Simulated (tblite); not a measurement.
## Geometry relaxation, with input and output: C8H10O2S

- system: C8H10O2S, SMILES CCS(=O)(=O)c1ccccc1
- method: GFN2-xTB geometry optimisation, gas phase (tblite 0.8.0)

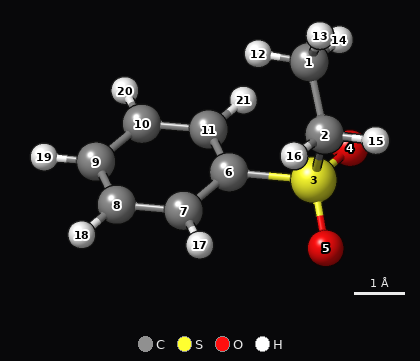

Figure 1. The structure as given in the input (ball-and-stick view, seen at a tilt; atoms are numbered from 1 in the order of the input).

## Key numbers

```csv
quantity,value
outcome,converged
total energy,−913.5412 eV
hardware,"1 CPU thread, shared host"
wall time,0.7 s
peak memory,0.18 GiB
```

## The input
```
{"job": {"xc": "GFN2-xTB", "basis": "xTB", "kind": "relax"}, "charge": 0, "multiplicity": 1}
C     -2.307200     0.202100     1.196900
C     -2.291400    -0.532200    -0.132500
S     -0.842300    -1.574500    -0.324400
O     -0.737400    -2.422100     0.827800
O     -0.905300    -2.145500    -1.652800
C      0.513200    -0.439400    -0.311400
C      0.807400     0.305400    -1.462300
C      1.890800     1.191800    -1.445600
C      2.675800     1.316400    -0.302600
C      2.384000     0.561900     0.839500
C      1.309600    -0.326500     0.833600
H     -1.485600     0.904500     1.283600
H     -3.249700     0.778200     1.298200
H     -2.255900    -0.487400     2.041500
H     -3.159300    -1.189200    -0.197100
H     -2.321400     0.162700    -0.952400
H      0.211500     0.191800    -2.357800
H      2.119000     1.761400    -2.339200
H      3.513900     2.009300    -0.296000
H      3.018000     0.661800     1.726300
H      1.103300    -0.913600     1.726400
```

The first line tells a small driver script what to run in tblite; the rest is the geometry in Å.

Run as:
```bash
OMP_NUM_THREADS=1 python <driver script> task.json out
```

## The program's output
```
step      E/eV     max force
  0    -913.42869    1.354
  1    -913.48463    0.583
  2    -913.51049    0.322
  3    -913.52001    0.255
  4    -913.52397    0.136
  5    -913.52717    0.118
  6    -913.52888    0.106
  7    -913.53058    0.101
  8    -913.53175    0.069
  9    -913.53237    0.053
 10    -913.53274    0.050
 11    -913.53315    0.046
 12    -913.53371    0.059
 13    -913.53439    0.059
 14    -913.53506    0.051
 15    -913.53561    0.052
 16    -913.53607    0.047
 17    -913.53650    0.044
 18    -913.53697    0.051
 19    -913.53745    0.067
 20    -913.53787    0.057
 21    -913.53820    0.034
 22    -913.53820    0.034
 23    -913.53833    0.030
 24    -913.53855    0.030
 25    -913.53861    0.030
 26    -913.53870    0.023
 27    -913.53877    0.021
 28    -913.53882    0.023
 29    -913.53890    0.022
 30    -913.53898    0.029
 31    -913.53906    0.020
 32    -913.53912    0.018
 33    -913.53918    0.019
 34    -913.53925    0.026
 35    -913.53933    0.028
 36    -913.53942    0.022
 37    -913.53951    0.022
 38    -913.53959    0.020
 39    -913.53966    0.020
 40    -913.53972    0.018
 41    -913.53979    0.020
 42    -913.53985    0.023
 43    -913.53992    0.017
 44    -913.53997    0.017
 45    -913.54002    0.016
 46    -913.54006    0.015
 47    -913.54010    0.015
 48    -913.54015    0.019
 49    -913.54021    0.020
 50    -913.54027    0.020
 51    -913.54034    0.017
 52    -913.54039    0.017
 53    -913.54044    0.016
 54    -913.54048    0.013
 55    -913.54051    0.012
 56    -913.54054    0.010
 57    -913.54056    0.011
 58    -913.54058    0.011
 59    -913.54060    0.011
 60    -913.54062    0.011
 61    -913.54064    0.010
 62    -913.54066    0.012
 63    -913.54068    0.012
 64    -913.54069    0.009
 65    -913.54071    0.010
 66    -913.54073    0.010
 67    -913.54075    0.012
 68    -913.54077    0.012
 69    -913.54080    0.010
 70    -913.54082    0.011
 71    -913.54084    0.012
 72    -913.54086    0.010
 73    -913.54088    0.010
 74    -913.54090    0.012
 75    -913.54092    0.015
 76    -913.54094    0.012
 77    -913.54095    0.009
 78    -913.54096    0.007
 79    -913.54097    0.009
 80    -913.54098    0.011
 81    -913.54099    0.011
 82    -913.54100    0.011
 83    -913.54101    0.009
 84    -913.54103    0.012
 85    -913.54104    0.012
 86    -913.54105    0.010
 87    -913.54106    0.008
 88    -913.54107    0.009
 89    -913.54109    0.013
 90    -913.54110    0.011
 91    -913.54112    0.008
 92    -913.54113    0.007
 93    -913.54114    0.011
 94    -913.54115    0.013
 95    -913.54116    0.009
 96    -913.54116    0.004
 97    -913.54116    0.004
```

## Trajectory as extended XYZ (Å, eV, eV/Å), 5 of the 12 frames kept, from step=0 to step=97
```
21
Properties=species:S:1:pos:R:3:forces:R:3 step=0 energy=-913.42869
C    -2.3072    0.2021    1.1969   -0.5480   0.2170   0.2180
C    -2.2914   -0.5322   -0.1325   -0.7650   0.2490   0.6380
S    -0.8423   -1.5745   -0.3244    0.0110  -0.1370  -0.5700
O    -0.7374   -2.4221    0.8278   -0.0100  -0.3090  -0.0050
O    -0.9053   -2.1455   -1.6528   -0.0290  -0.1180   0.4850
C     0.5132   -0.4394   -0.3114    1.1090   0.7770  -0.0260
C     0.8074    0.3054   -1.4623    0.3290   0.0480   0.6980
C     1.8908    1.1918   -1.4456   -0.2870  -0.3940   0.1660
C     2.6758    1.3164   -0.3026   -0.2190  -0.1590   0.1810
C     2.3840    0.5619    0.8395    0.0850   0.0960  -0.2750
C     1.3096   -0.3265    0.8336    0.0610   0.3140  -0.2230
H    -1.4856    0.9045    1.2836    0.1510   0.0210  -0.0880
H    -3.2497    0.7782    1.2982    0.4860  -0.3090  -0.0820
H    -2.2559   -0.4874    2.0415    0.0520  -0.0460  -0.2360
H    -3.1593   -1.1892   -0.1971    0.1100  -0.0720  -0.0720
H    -2.3214    0.1627   -0.9524    0.1160   0.1650  -0.3770
H     0.2115    0.1918   -2.3578    0.0020  -0.0930   0.1950
H     2.1190    1.7614   -2.3392   -0.0030  -0.0510   0.1710
H     3.5139    2.0093   -0.2960   -0.1910  -0.1890   0.0030
H     3.0180    0.6618    1.7263   -0.3290  -0.0700  -0.3800
H     1.1033   -0.9136    1.7264   -0.1340   0.0620  -0.4210
21
Properties=species:S:1:pos:R:3:forces:R:3 step=26 energy=-913.53870
C    -2.2933    0.1989    1.1905    0.0000   0.0040   0.0050
C    -2.3345   -0.5028   -0.1455    0.0020   0.0050  -0.0020
S    -0.8542   -1.5602   -0.3160    0.0010  -0.0170   0.0130
O    -0.7650   -2.4065    0.8439   -0.0020  -0.0070   0.0040
O    -0.9092   -2.1884   -1.6096    0.0070  -0.0110  -0.0190
C     0.5364   -0.4187   -0.2992   -0.0050   0.0090   0.0030
C     0.8121    0.3121   -1.4385    0.0100   0.0040  -0.0120
C     1.8851    1.1883   -1.4364   -0.0080  -0.0060   0.0010
C     2.6671    1.3188   -0.2988    0.0010   0.0080   0.0050
C     2.3852    0.5753    0.8365   -0.0160  -0.0100   0.0030
C     1.3106   -0.2999    0.8382    0.0070   0.0020  -0.0030
H    -1.4428    0.8762    1.2402    0.0080   0.0010   0.0030
H    -3.2027    0.7718    1.3599   -0.0030  -0.0020   0.0000
H    -2.1941   -0.5430    1.9792    0.0160   0.0030   0.0020
H    -3.1811   -1.1797   -0.2302    0.0050   0.0040   0.0010
H    -2.3260    0.1792   -0.9905    0.0110   0.0130  -0.0060
H     0.2022    0.1677   -2.3165   -0.0080   0.0020   0.0030
H     2.1153    1.7636   -2.3206   -0.0020  -0.0040   0.0030
H     3.5065    1.9984   -0.2999   -0.0060  -0.0010  -0.0020
H     3.0033    0.6730    1.7162   -0.0060   0.0030  -0.0040
H     1.0700   -0.9071    1.6965   -0.0120   0.0000   0.0030
21
Properties=species:S:1:pos:R:3:forces:R:3 step=52 energy=-913.54039
C    -2.2594    0.2029    1.1888   -0.0010   0.0010   0.0080
C    -2.3170   -0.4882   -0.1524   -0.0040   0.0000   0.0000
S    -0.8589   -1.5760   -0.3210    0.0160   0.0060  -0.0030
O    -0.7814   -2.4214    0.8406   -0.0010   0.0090  -0.0040
O    -0.9180   -2.2066   -1.6133   -0.0010   0.0030  -0.0060
C     0.5337   -0.4375   -0.3028    0.0120   0.0040   0.0010
C     0.8076    0.2959   -1.4413   -0.0010  -0.0050  -0.0020
C     1.8712    1.1832   -1.4345   -0.0060  -0.0050   0.0030
C     2.6448    1.3229   -0.2923   -0.0070   0.0060   0.0040
C     2.3614    0.5813    0.8440   -0.0020  -0.0010  -0.0020
C     1.2968   -0.3059    0.8408    0.0070  -0.0010  -0.0020
H    -1.4191    0.8933    1.2282    0.0040   0.0020   0.0010
H    -3.1745    0.7577    1.3846   -0.0020   0.0070  -0.0060
H    -2.1304   -0.5453    1.9672    0.0040  -0.0050   0.0060
H    -3.1806   -1.1412   -0.2451   -0.0070  -0.0090   0.0090
H    -2.2872    0.1998   -0.9923    0.0050   0.0050  -0.0050
H     0.2005    0.1467   -2.3207    0.0010  -0.0030   0.0000
H     2.0996    1.7627   -2.3165   -0.0030  -0.0140   0.0010
H     3.4776    2.0104   -0.2911   -0.0030   0.0040   0.0070
H     2.9709    0.6931    1.7282   -0.0090  -0.0100  -0.0030
H     1.0534   -0.9108    1.7003   -0.0010   0.0050  -0.0060
21
Properties=species:S:1:pos:R:3:forces:R:3 step=70 energy=-913.54082
C    -2.2454    0.2076    1.1917    0.0010   0.0020  -0.0010
C    -2.3128   -0.4833   -0.1495    0.0080  -0.0080  -0.0020
S    -0.8608   -1.5785   -0.3277    0.0100   0.0000  -0.0030
O    -0.7835   -2.4288    0.8302   -0.0070  -0.0020  -0.0020
O    -0.9277   -2.2023   -1.6230   -0.0040  -0.0010   0.0010
C     0.5355   -0.4466   -0.3078    0.0020   0.0020  -0.0010
C     0.8122    0.2836   -1.4473    0.0030  -0.0010   0.0000
C     1.8685    1.1792   -1.4345    0.0050  -0.0010  -0.0020
C     2.6307    1.3302   -0.2861    0.0010   0.0030   0.0010
C     2.3494    0.5846    0.8480    0.0010  -0.0010  -0.0010
C     1.2922   -0.3109    0.8392   -0.0020   0.0010  -0.0010
H    -1.4045    0.8976    1.2265    0.0090  -0.0020  -0.0030
H    -3.1582    0.7646    1.3916   -0.0060  -0.0010   0.0020
H    -2.1122   -0.5411    1.9691   -0.0040   0.0020   0.0020
H    -3.1790   -1.1341   -0.2366   -0.0040   0.0010   0.0060
H    -2.2837    0.2039   -0.9902   -0.0030   0.0010   0.0030
H     0.2126    0.1254   -2.3302    0.0010   0.0030   0.0010
H     2.1014    1.7549   -2.3174   -0.0060   0.0020  -0.0030
H     3.4533    2.0296   -0.2777    0.0060  -0.0010  -0.0010
H     2.9550    0.6989    1.7344   -0.0090   0.0000   0.0040
H     1.0480   -0.9177    1.6970   -0.0010   0.0030  -0.0010
21
Properties=species:S:1:pos:R:3:forces:R:3 step=97 energy=-913.54116
C    -2.2259    0.2086    1.1957    0.0000   0.0000  -0.0010
C    -2.3124   -0.4870   -0.1419    0.0010  -0.0010  -0.0030
S    -0.8631   -1.5820   -0.3393    0.0010   0.0010   0.0030
O    -0.7814   -2.4422    0.8109    0.0010  -0.0010  -0.0040
O    -0.9387   -2.1944   -1.6395    0.0000   0.0000   0.0010
C     0.5331   -0.4497   -0.3161    0.0000  -0.0010  -0.0020
C     0.8188    0.2769   -1.4555    0.0000   0.0000  -0.0010
C     1.8730    1.1751   -1.4364    0.0010   0.0000   0.0000
C     2.6236    1.3333   -0.2812    0.0000  -0.0010   0.0010
C     2.3317    0.5927    0.8536   -0.0010   0.0000   0.0010
C     1.2774   -0.3059    0.8380   -0.0010  -0.0010  -0.0010
H    -1.3736    0.8850    1.2215    0.0000   0.0020   0.0000
H    -3.1289    0.7807    1.3979   -0.0020   0.0000   0.0030
H    -2.1002   -0.5378    1.9765    0.0000   0.0000   0.0020
H    -3.1805   -1.1371   -0.2135   -0.0020   0.0000   0.0000
H    -2.2959    0.1984   -0.9844   -0.0010   0.0020  -0.0010
H     0.2272    0.1147   -2.3429    0.0000   0.0010  -0.0010
H     2.1111    1.7488   -2.3193    0.0000  -0.0020  -0.0010
H     3.4456    2.0336   -0.2679   -0.0010  -0.0010  -0.0010
H     2.9247    0.7142    1.7474    0.0020   0.0000   0.0010
H     1.0256   -0.9090    1.6961    0.0020   0.0020   0.0020
```
